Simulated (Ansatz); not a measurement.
# CH5AlN with multiplicity 2: two geometries relaxed

Aim: relax the geometries before and after the inversion of the pyramid at N3, and see whether they are two minima and how far apart in energy. SMILES of the start: [CH3][Al][NH2].

All numbers below are computed with Ansatz 0.2.0 (UKS revPBE/def2-mTZVP).

### 1 The structure to begin with

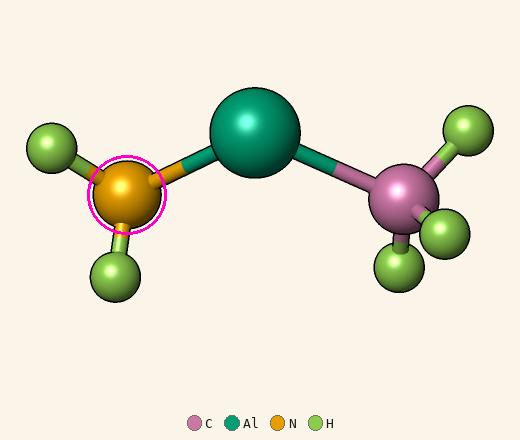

The starting structure, seen from a chosen angle (carbon pink, aluminium teal, nitrogen amber, hydrogen green). Ringed: N3.

As a file:

```xyz
8

C    -0.8470    0.9964   -0.5126
Al    0.7429    0.4021    0.4039
N     0.8831   -1.4353    0.8698
H    -1.5140    0.1986   -0.6784
H    -0.6177    1.4649   -1.5265
H    -1.3928    1.8331    0.0918
H     1.8907   -1.5518    1.3098
H     0.9469   -1.9651   -0.0137
```

### 2 Relaxing end A

input.yaml reads:

```yaml
crystal:
  periodic: [false, false, false]
  atoms:
    - { symbol: C, position_ang: [-0.847, 0.9964, -0.5126] }
    - { symbol: Al, position_ang: [0.7429, 0.4021, 0.4039] }
    - { symbol: "N", position_ang: [0.8831, -1.4353, 0.8698] }
    - { symbol: H, position_ang: [-1.514, 0.1986, -0.6784] }
    - { symbol: H, position_ang: [-0.6177, 1.4649, -1.5265] }
    - { symbol: H, position_ang: [-1.3928, 1.8331, 0.0918] }
    - { symbol: H, position_ang: [1.8907, -1.5518, 1.3098] }
    - { symbol: H, position_ang: [0.9469, -1.9651, -0.0137] }
magnetization:
  spin_polarized: true
  initial_magnetization: 1
basis:
  gaussian: { orbitals: def2-mTZVP }
hamiltonian:
  xc: revpbe
relax:
  f_tol: 0.015
  max_steps: 40
```

On the command line:

```bash
$ ansatz run input.yaml --threads 2 --pin off --max-ram 3072MiB --backend cpu --events-out ev --progress --plain --runs-dir out
```

The program printed (excerpt; [...] marks lines left out):

```text
Warning: RAYON_NUM_THREADS=2 ignored (pool sized by the plan → 2); use --threads N
[...]
Functional definition: revPBE
[...]
773 factors; their error is unknown
[...]
mean field -9203.54530883 eV, -338.2240517126 hartree, gradient 6.3e-5 eV, S^2 0.751508; 0 other end points of the search recorded, 0 dependent functions left out
[...]
reference -9203.54536060 eV, -338.2240536150 hartree; 16, 15 occupied and 59, 60 virtual orbitals, 773 factors
relax step   1: F+E_penalty+E_count = -9203.54530883 eV  Δ(F+E_penalty+E_count) = +0.000e0 eV  max|allowed force component| = 3.089e0 eV/Å  Δτ_max = 0.0000 Å  (30 SCF iters, accepted)
[...]
relax step   6: F+E_penalty+E_count = -9204.07641266 eV  Δ(F+E_penalty+E_count) = +2.710e-4 eV  max|allowed force component| = 3.148e-2 eV/Å  Δτ_max = 0.0371 Å  (30 SCF iters, rejected (line search))
[...]
relax step   7: F+E_penalty+E_count = -9204.07710011 eV  Δ(F+E_penalty+E_count) = -4.164e-4 eV  max|allowed force component| = 1.050e-2 eV/Å  Δτ_max = 0.0185 Å  (31 SCF iters, accepted)
773 factors; their error is unknown
[...]
mean field -9204.07710011 eV, -338.2435946817 hartree, gradient 2.4e-5 eV, S^2 0.752637; 1 other end points of the search recorded, 0 dependent functions left out
[...]
reference -9204.07715199 eV, -338.2435965881 hartree; 16, 15 occupied and 59, 60 virtual orbitals, 773 factors
Total energy: -9204.07715199 eV, -338.2435965881 hartree
Atom 0 at    -0.860654     1.019120    -0.497229 Å, force     0.004130    -0.008665     0.001926 eV/Å
Atom 1 at     0.674458     0.478487     0.667175 Å, force    -0.005144    -0.010499    -0.003008 eV/Å
Atom 2 at     1.150405    -1.264082     0.661954 Å, force     0.006406     0.003570     0.005437 eV/Å
Atom 3 at    -1.520251     0.156994    -0.696320 Å, force     0.004221     0.005516     0.002419 eV/Å
Atom 4 at    -0.497509     1.396844    -1.467844 Å, force    -0.007012     0.007529    -0.000605 eV/Å
Atom 5 at    -1.467991     1.816624    -0.042968 Å, force    -0.003920     0.005602    -0.007006 eV/Å
Atom 6 at     1.919670    -1.661119     1.199408 Å, force     0.005541    -0.004382     0.001924 eV/Å
Atom 7 at     0.693972    -1.999968     0.119923 Å, force    -0.004223     0.001328    -0.001087 eV/Å
Dipole moment:     0.009659    -0.173208    -0.036378 e Å
```

It took 4.5 s on 2 threads of AMD EPYC 9R45 (Zen 5), shared host; peak memory 0.17 GiB.

The steps of the relaxation:

| step | energy from step 1 (eV) | largest force component (eV/Å) |
| --- | --- | --- |
| 1 | 0.0000 | 3.0891 |
| 2 | -0.3001 | 1.4265 |
| 3 | -0.4940 | 0.2993 |
| 4 | -0.5188 | 0.3129 |
| 5 | -0.5314 | 0.0418 |
| 6x | -0.5311 | 0.0315 |
| 7 | -0.5318 | 0.0105 |

Step 1 is the start. 1 step was tried and not accepted (marked x).

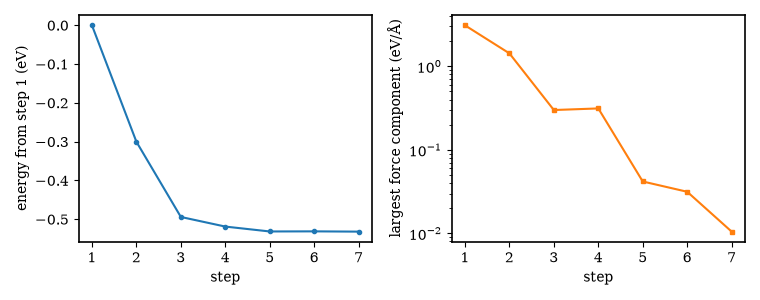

How energy and force went from step to step.

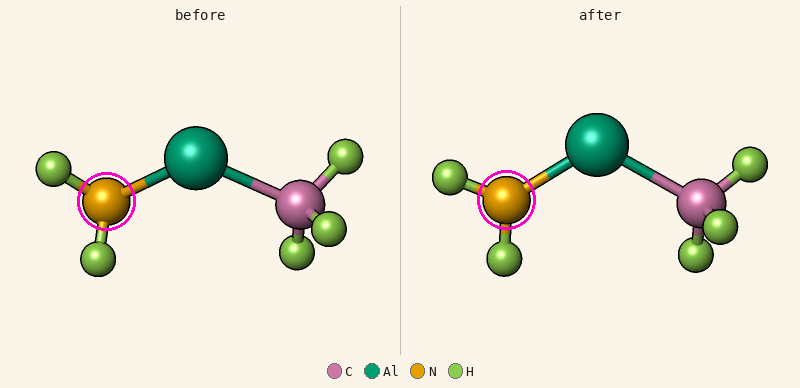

Before and after, at one scale.

After: Bond lengths: C1–Al2 2.001 Å, Al2–N3 1.806 Å, C1–H4 1.104 Å, C1–H5 1.103 Å, C1–H6 1.101 Å, N3–H7 1.019 Å, N3–H8 1.022 Å. Angles: C1–Al2–N3 117.5°, Al2–C1–H4 110.6°, Al2–C1–H5 110.6°, Al2–C1–H6 112.3°, H4–C1–H5 107.8°, H4–C1–H6 108.1°, H5–C1–H6 107.3°, Al2–N3–H7 125.0°, Al2–N3–H8 125.4°, H7–N3–H8 109.7°.

### 3 End point B

The second end starts from a geometry with the move made by hand.

Changes to input.yaml since step 2:

```diff
@@ -9,4 +9,4 @@
     - { symbol: H, position_ang: [-1.3928, 1.8331, 0.0918] }
-    - { symbol: H, position_ang: [1.8907, -1.5518, 1.3098] }
-    - { symbol: H, position_ang: [0.9469, -1.9651, -0.0137] }
+    - { symbol: H, position_ang: [0.74617, -1.47267, 1.96629] }
+    - { symbol: H, position_ang: [0.03642, -1.90215, 0.50854] }
 magnetization:
@@ -21 +21,3 @@
   max_steps: 40
+output:
+  orbitals: {}
```

On the command line:

```bash
$ ansatz run input.yaml --threads 2 --pin off --max-ram 3072MiB --backend cpu --events-out ev --progress --plain --runs-dir out
```

The program printed (excerpt; [...] marks lines left out):

```text
Warning: RAYON_NUM_THREADS=2 ignored (pool sized by the plan → 2); use --threads N
[...]
[... 1 set-up line as earlier in the session ...]
[...]
773 factors; their error is unknown
[...]
mean field -9203.43262108 eV, -338.2199105139 hartree, gradient 3.3e-5 eV, S^2 0.751818; 0 other end points of the search recorded, 0 dependent functions left out
[...]
reference -9203.43267338 eV, -338.2199124360 hartree; 16, 15 occupied and 59, 60 virtual orbitals, 773 factors
relax step   1: F+E_penalty+E_count = -9203.43262108 eV  Δ(F+E_penalty+E_count) = +0.000e0 eV  max|allowed force component| = 3.164e0 eV/Å  Δτ_max = 0.0000 Å  (30 SCF iters, accepted)
[...]
relax step   7: F+E_penalty+E_count = -9204.07733213 eV  Δ(F+E_penalty+E_count) = -5.952e-4 eV  max|allowed force component| = 1.625e-2 eV/Å  Δτ_max = 0.0086 Å  (32 SCF iters, accepted)
[...]
reference -9204.07740777 eV, -338.2436059878 hartree; 16, 15 occupied and 59, 60 virtual orbitals, 773 factors
Total energy: -9204.07740777 eV, -338.2436059878 hartree
Atom 0 at    -0.889172     1.083040    -0.561535 Å, force     0.003589     0.002375     0.002093 eV/Å
Atom 1 at     0.546748     0.454203     0.682904 Å, force    -0.000782    -0.002395    -0.002137 eV/Å
Atom 2 at     0.617378    -1.310018     1.064779 Å, force    -0.000384     0.006764    -0.005007 eV/Å
Atom 3 at    -1.596957     0.267384    -0.787183 Å, force    -0.001698    -0.001760    -0.000584 eV/Å
Atom 4 at    -0.463516     1.436654    -1.515061 Å, force    -0.000238    -0.000954     0.002091 eV/Å
Atom 5 at    -1.460685     1.922218    -0.134141 Å, force    -0.000542    -0.000440    -0.000450 eV/Å
Atom 6 at     1.305413    -1.750543     1.673769 Å, force     0.001207    -0.001749     0.004229 eV/Å
Atom 7 at    -0.022119    -2.017958     0.699298 Å, force    -0.001151    -0.001841    -0.000234 eV/Å
Dipole moment:    -0.032105    -0.173709     0.003972 e Å
```

Run time: 5.1 s. Hardware: 2 threads of AMD EPYC 9R45 (Zen 5), shared host; peak memory 0.17 GiB.

Relaxation path:

| step | energy from step 1 (eV) | largest force component (eV/Å) |
| --- | --- | --- |
| 1 | 0.0000 | 3.1639 |
| 2 | -0.3180 | 1.8709 |
| 3 | -0.5312 | 0.6553 |
| 4 | -0.6119 | 0.4686 |
| 5 | -0.6419 | 0.1117 |
| 6 | -0.6441 | 0.2073 |
| 7 | -0.6447 | 0.0163 |
| 8 | -0.6447 | 0.0068 |

Step 1 is the start.

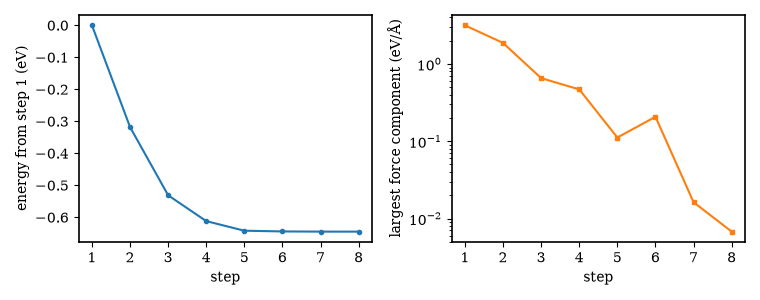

How energy and force went from step to step.

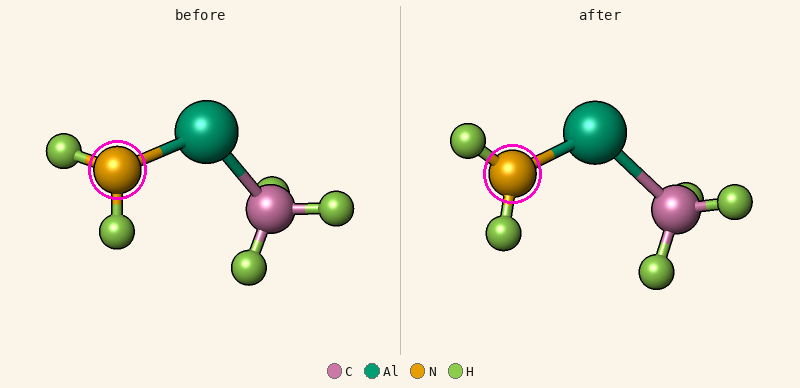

Before and after, at one scale.

After: Bond lengths: C1–Al2 2.001 Å, Al2–N3 1.806 Å, C1–H4 1.103 Å, C1–H5 1.102 Å, C1–H6 1.102 Å, N3–H7 1.019 Å, N3–H8 1.022 Å. Angles: C1–Al2–N3 117.8°, Al2–C1–H4 110.8°, Al2–C1–H5 111.2°, Al2–C1–H6 111.7°, H4–C1–H5 107.9°, H4–C1–H6 108.0°, H5–C1–H6 106.9°, Al2–N3–H7 125.1°, Al2–N3–H8 125.2°, H7–N3–H8 109.7°.

### 4 Summary of results

| quantity | value |
| --- | --- |
| end A | 5 moves, 0.532 eV lower |
| end B | 7 moves, 0.645 eV lower |
| largest difference between the ends | 0.18 Å |
| end B relative to end A | -0.000 eV |

**Reading.** Both starts fell into the same minimum (no atom differs by more than 0.18 Å), so from this start no second minimum was found and no band was run; another arrangement could still be one.
